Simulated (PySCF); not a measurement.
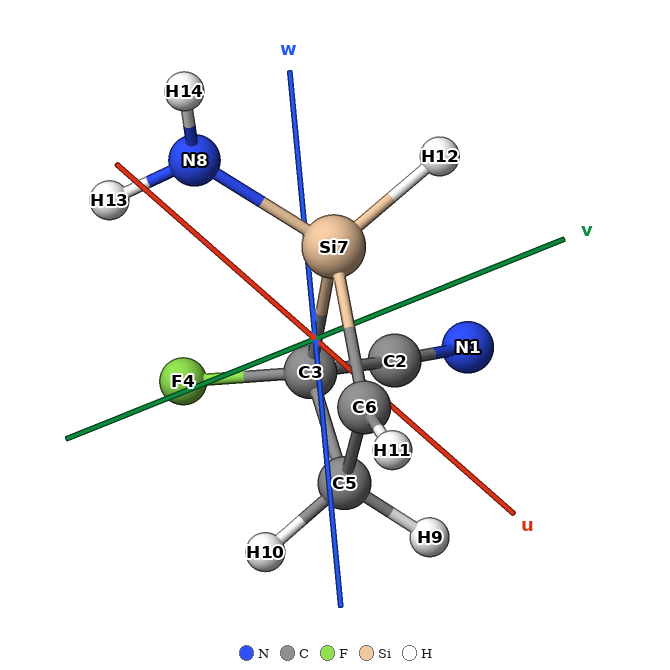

The lines u, v and w are the principal axes of the g tensor. Charge 0, doublet. The geometry was computed by an optimisation with GFN2-xTB. No frequency run is at hand to confirm it as a minimum. Level of theory: UKS B3LYP, pcH-1 on C F H N Si, non-relativistic, mean-field spin-orbit, GIAO (PySCF 2.14.0).

**Along which axis does g lie farthest from the free-electron value?**

Along w: the shift is 795 ppm.

Give the principal values and shifts.

```json
{"axis": "u", "g": "2.00246", "shift (ppm)": "140"}
{"axis": "v", "g": "2.00225", "shift (ppm)": "−68"}
{"axis": "w", "g": "2.00311", "shift (ppm)": "795"}
```

The geometry is semi-empirical. Around Si such bond lengths and angles can be off by a tenth of an ångström or more and by several degrees, and values that hang on the shape move with them.
